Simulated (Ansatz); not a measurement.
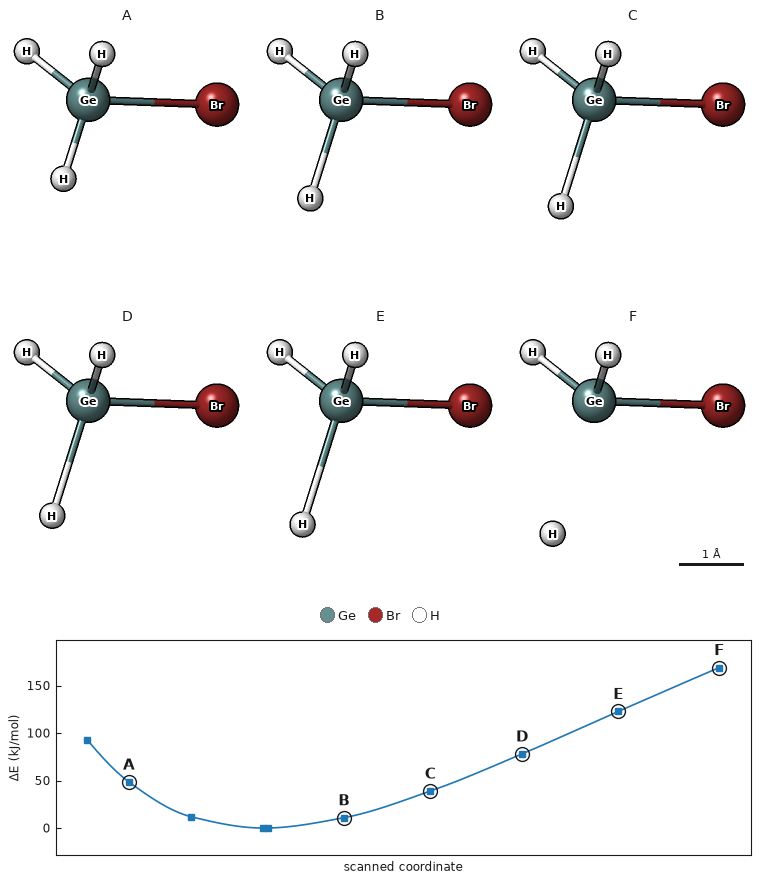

Frames of a one-coordinate scan of GeH3Br. The picture is a ball-and-stick view, seen at a tilt.

Computed with Ansatz: CCSD(T), basis def2-TZVPP, on geometries moved rigidly from the minimum at PBE0-D4/def2-TZVP. Coupled cluster with a frozen core. Energies are counted from the PBE0-D4/def2-TZVP minimum geometry at the same level.

Question: What is being scanned?

Answer: One Ge–H bond length is varied, with the rest of the molecule carried along rigidly. In the frames the distance is 1.320 Å (A), 1.648 Å (B), 1.780 Å (C), 1.920 Å (D), 2.067 Å (E), 2.221 Å (F). Of the computed points the lowest is at the distance 1.525 Å, 0.0 kJ/mol. The curvature at the lowest point is about 18 eV/Å² (2.9 mdyn/Å). The well is steeper on the short side, as for any bond. At 2.221 Å the mean-field solution behind CCSD(T) isn't stable (a lower one of broken symmetry exists), so those energies are less reliable.
